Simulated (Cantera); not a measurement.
Input: 1 mol PbO, 2.1 mol O₂, 40 mol N₂, held at 14.0 mbar.

These are equilibrium values from Cantera (NASA tables, ideal gas, pure condensed phases), not measurements of a reactor. Candidate condensed phases: Pb, PbO, PbO₂, Pb₃O₄; 12 gas species. Gases not in the tables: (PbO)n polymers. The numbers say what is thermodynamically allowed, not how fast it happens.

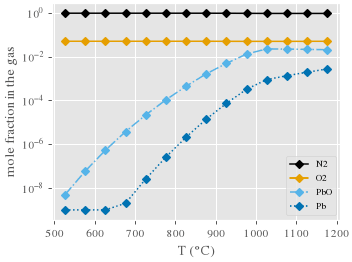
Figure: Equilibrium gas composition (values under 1e-9 drawn at 1e-9)

From 527 °C to 877 °C the condensed part is PbO(yellow). From 927 °C to 977 °C the condensed part is PbO(l). From 1027 °C to 1177 °C nothing is condensed.
